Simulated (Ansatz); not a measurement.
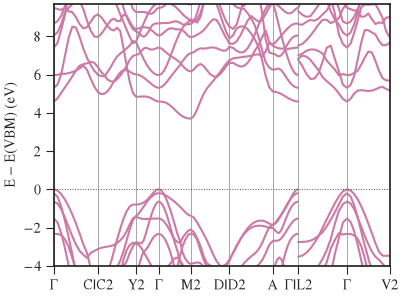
Band structure from the program Ansatz at the r²SCAN level (PAW)

**Question.** Read off the gap and where the band edges lie.

**Answer.** About 3.7 eV (3.70 eV by a search for the band edges); maximum at Γ, minimum at M2.

The material is C in space group C2/m (No. 12; C on 4i, C on 4i, C on 4i, C on 4i).

The start of the workflow was typed in or built on a structure type; the Crystallography Open Database copy checked does not list it. It is not the phase usual at ambient conditions (space group No. 194, 227). The cell was relaxed with r²SCAN under the symmetry of its start; whether a distortion lowers the energy is not shown.

Potentials: the earlier of the program's two PAW sets.
